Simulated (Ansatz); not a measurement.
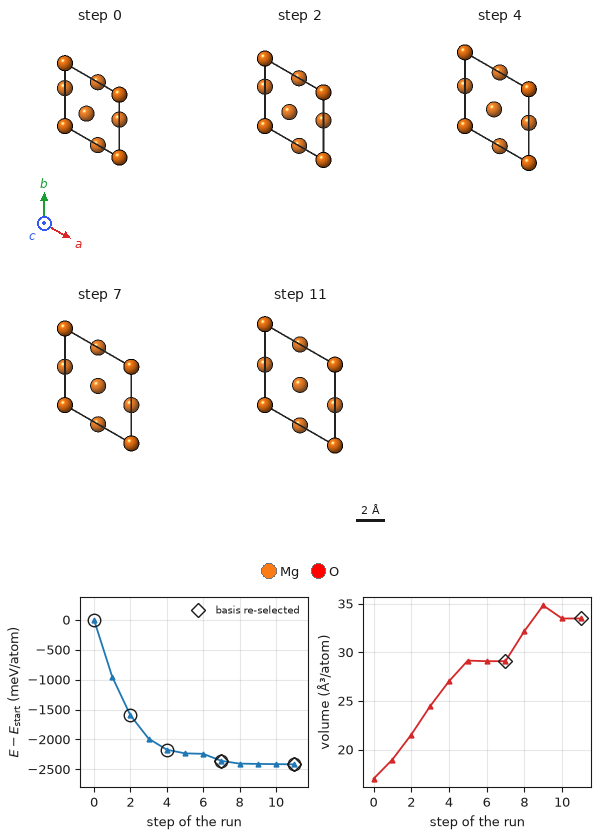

Frames of a relaxation of a crystal of Mg₅O (a generated structure, set up in P-62m) (coarse preliminary run), marked on the history of the run. Style: ball-and-stick. Shown: the cell of the calculation, along the c axis.

Level of theory: DFT PBE, scalar-relativistic, plane waves, PAW (Ansatz).

Input
```yaml
crystal:
  lattice:
    - [4.58529912, 0.0, 0.0]
    - [-2.29264956, 3.97098552, 0.0]
    - [0.0, 0.0, 5.60163246]
  atoms:
    - { symbol: Mg, position: [0.60440322, 0.0, 0.5] }
    - { symbol: Mg, position: [0.0, 0.60440322, 0.5] }
    - { symbol: Mg, position: [0.39559678, 0.39559678, 0.5] }
    - { symbol: Mg, position: [0.0, 0.0, 0.74722949] }
    - { symbol: Mg, position: [0.0, 0.0, 0.25277051] }
    - { symbol: O, position: [0.0, 0.0, 0.0] }
basis:
  ecutwfc: 420
kpoints:
  mp_grid: { grid: [6, 6, 4] }
hamiltonian:
  xc: pbe
scf:
  occupations: { method: gaussian, width: 0.1 }
  lower_state_search: "off"
output:
  forces: true
  stress: true
  eigenvalues: true
relax:
  adjacent_minimum: "off"
  f_tol: 0.04
  max_steps: 70
  cell: { stress_tol: 0.4 }
```

Command:
```bash
ansatz run input.yaml --threads 1 --pin off --max-ram 2560MiB --backend cpu --events-out ev --progress --plain --runs-dir out
```

### Describe the path.

The largest moves relative to the cell, 0.62 Å, are those of Mg1, Mg2 and Mg3. Mg1 goes along −a. O stays in place. Cell: a = b 4.585 → 5.900 Å (+28.7 %), c 5.602 → 6.662 Å (+18.9 %). Volume +96.9 %. Near-neighbour distances that change, for instance: Mg1–Mg4 2.282 → 3.319 Å, Mg1–Mg2 2.438 → 2.950 Å, Mg4–O6 1.416 → 1.812 Å, Mg4–Mg5 2.770 → 3.038 Å. The space group (tolerance 0.01 Å) goes from P-62m (No. 189) to P6/mmm (No. 191). Over 9 accepted moves (11 points after the start) the energy falls by 2417 meV per atom. Largest force component: 16 eV/Å at the start, 0.036 eV/Å at the end. The pressure goes from 70.55 to 0.30 GPa. The SCF was repeated twice at an unchanged geometry on a basis and grid sized afresh for the cell, which shifted the energy by 118 meV per atom at most. Cost: 93 s on 1 thread of Intel(R) Xeon(R) Platinum 8259CL CPU @ 2.50GHz (Skylake/Cascade Lake), on a shared host, peak memory 0.49 GiB. From step 0 to 2: Mg atoms move most (0.10 Å), volume +26.7 %, energy −1597 meV per atom. From step 2 to 4: Mg atoms move most (0.21 Å), volume +25.5 %, energy −575 meV per atom. From step 4 to 7: Mg atoms move most (0.25 Å), volume +7.7 %, energy −187 meV per atom. From step 7 to 11: Mg atoms move most (0.03 Å), volume +15.1 %, energy −58.2 meV per atom.

```
step  E − E(0), meV/atom  largest force component, eV/Å  pressure, GPa  volume, Å³/atom                      note
   0                0.00                        15.5847          70.55           16.999                          
   1             -952.40                         6.5001          44.21           18.974                          
   2            -1596.91                         2.3842          25.25           21.534                          
   3            -1986.90                         0.9117          12.67           24.453                          
   4            -2171.77                         0.5777           4.80           27.020                          
   5            -2233.14                         0.8567          -0.53           29.150                          
   6            -2240.83                         0.0045           0.11           29.088                          
   7            -2358.84                         0.0232           4.27           29.088  same geometry, new basis
   8            -2404.59                         0.1456           1.34           32.173                          
   9            -2410.05                         0.0831          -0.55           34.821                          
  10            -2413.00                         0.0369           0.21           33.479                          
  11            -2417.03                         0.0360           0.30           33.479  same geometry, new basis
```
